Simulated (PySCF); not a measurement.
Vertical excitations of a molecule C₃H₉AlO from TDDFT-PBE/def2-SVPD (PySCF), as energy in eV (oscillator strength): 4.97 (0.001), 5.36 (0.001), 5.58 (0.073), 5.91 (0.021), 6.05 (0.009), 6.18 (0.013), 6.35 (0.027), 6.62 (0.000), 6.75 (0.009), 6.81 (0.105). Lowest triplet (TDA): 4.68 eV. Coordinates come from a ωB97X-D3(BJ)/def2-SVP optimisation. Other conformers were not sampled.

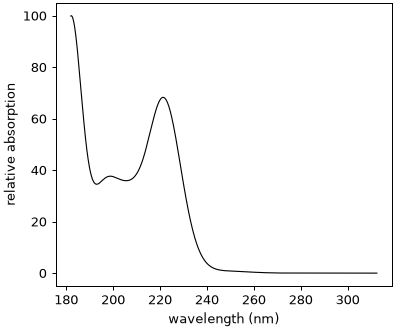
The lines broadened by 0.4 eV.

Question: Which molecule gave these data?
A. CC(C)[O][AlH2]
B. C[CH2][AlH][O]C
C. CC[O][AlH][CH3]
D. CC[CH2][AlH][OH]

Answer: B, C[CH2][AlH][O]C
